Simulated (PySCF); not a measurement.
# NMR shielding calculation of C₂H₂F₄

C₂H₂F₄ (1,1,2,2-tetrafluoroethane), SMILES FC(F)C(F)F, computed with GIAO PBE0/6-31G* NMR shielding, non-relativistic, gas phase (PySCF 2.14.0).

The geometry comes from this level: PBE0-D3(BJ)/def2-SVP. Figures and captions count atoms from 1; the log counts them from 0 in places.

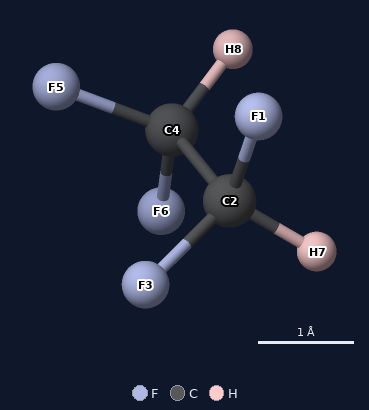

**Figure 1.** The input geometry (ball-and-stick view, seen at an oblique angle; atoms are numbered from 1 in the order of the input). Bond lengths as drawn: C–C 1.52 Å, C–F 1.34 to 1.35 Å and C–H 1.10 Å.

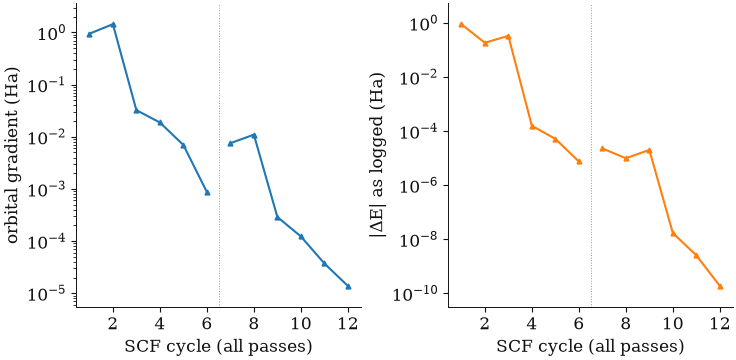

**Figure 2.** Convergence of the self-consistent field: orbital gradient and size of the energy change against the SCF cycle. The dotted line marks the change from a coarse to the final integration grid. The first 6 cycles use a coarse grid, the final grid takes over at cycle 7, and the field converges after 12 cycles in all.

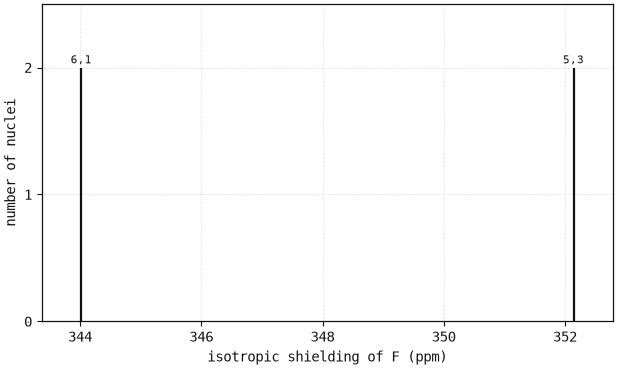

**Figure 3.** Isotropic shieldings of the fluorine nuclei in this fixed geometry, labelled by atom number; shielding grows to the right, so chemical shift grows to the left. The least shielded is F6 (344.0 ppm), the most shielded F3 (352.2 ppm).

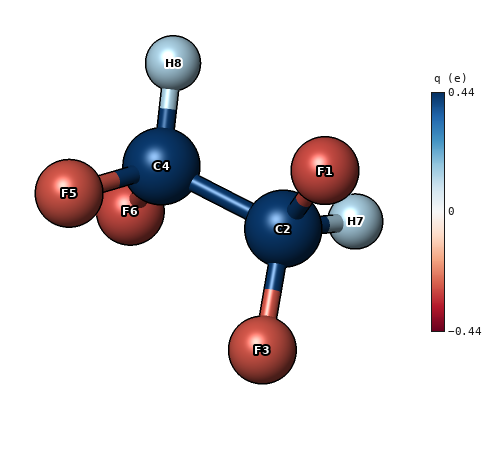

**Figure 4.** IAO charges, as the colour of each atom (ball-and-stick view, seen at a tilt; atoms are numbered from 1 in the order of the input). By element: F −0.29 to −0.28, C +0.42 and H +0.14 e.

The input that produced these results follows, with the program's output.

## Input file
```
{"job": {"kind": "nmr", "xc": "PBE0", "basis": "6-31G*", "pop": true}, "charge": 0, "multiplicity": 1}
F     -1.242217     1.190097     0.182042
C     -0.693793     0.051492    -0.280987
F     -0.590030     0.129132    -1.614104
C      0.688528    -0.113503     0.337271
F      1.528095     0.799345    -0.167921
F      1.147777    -1.342934     0.037891
H     -1.341514    -0.802213    -0.012779
H      0.641384     0.002922     1.434886
```

The first line tells a small driver script what to run in PySCF; the rest is the geometry in Å.

Command:
```bash
OMP_NUM_THREADS=1 python <driver script> task.json out
```

## The program's output
```
coarse grid: 7760 points
cycle   1  E = -476.1372586127  dE =  9.021e-01  |g| = 9.447e-01  |ddm| = 2.626e+00
cycle   2  E = -475.9526533468  dE =  1.846e-01  |g| = 1.441e+00  |ddm| = 1.399e+00
cycle   3  E = -476.2870556471  dE = -3.344e-01  |g| = 3.237e-02  |ddm| = 8.835e-01
cycle   4  E = -476.2872131303  dE = -1.575e-04  |g| = 1.877e-02  |ddm| = 3.591e-02
cycle   5  E = -476.2872646356  dE = -5.151e-05  |g| = 6.967e-03  |ddm| = 1.628e-02
cycle   6  E = -476.2872721487  dE = -7.513e-06  |g| = 8.733e-04  |ddm| = 4.889e-03
final grid: 79576 points
cycle   7  E = -476.2946568761  dE = -2.278e-05  |g| = 7.530e-03  |ddm| = 1.420e-02
cycle   8  E = -476.2946470063  dE =  9.870e-06  |g| = 1.097e-02  |ddm| = 1.129e-02
cycle   9  E = -476.2946670714  dE = -2.007e-05  |g| = 2.899e-04  |ddm| = 6.337e-03
cycle  10  E = -476.2946670884  dE = -1.696e-08  |g| = 1.228e-04  |ddm| = 3.797e-04
cycle  11  E = -476.2946670909  dE = -2.528e-09  |g| = 3.733e-05  |ddm| = 1.159e-04
cycle  12  E = -476.2946670911  dE = -1.864e-10  |g| = 1.381e-05  |ddm| = 3.017e-05
converged SCF energy = -476.2946670911

GIAO shielding tensors (ppm)
atom      isotropic    diamagn.    paramagn.     s11        s22        s33       span
  0 F      344.080     470.063    -125.983    254.365    349.512    428.363    173.998
  1 C       85.033     240.171    -155.138     69.936     87.395     97.768     27.832
  2 F      352.153     469.614    -117.461    261.794    359.549    435.115    173.321
  3 C       85.045     240.294    -155.249     69.950     87.442     97.742     27.792
  4 F      352.129     469.615    -117.486    261.887    359.406    435.093    173.206
  5 F      343.956     469.960    -126.004    254.070    349.425    428.373    174.304
  6 H       26.338      26.892      -0.554     23.718     25.801     29.494      5.777
  7 H       26.332      26.898      -0.566     23.716     25.775     29.504      5.787
```

## Summary

- outcome: converged
- total energy: −476.294667 hartree
- HOMO: −9.34 eV
- LUMO: 2.74 eV
- dipole moment: 2.02 D
- isotropic shielding, F: 344.0 to 352.2 ppm
- isotropic shielding, C: 85.0 ppm
- isotropic shielding, H: 26.3 ppm
- hardware: 1 CPU thread, shared host
- wall time: 4.8 s
- peak memory: 0.5 GiB
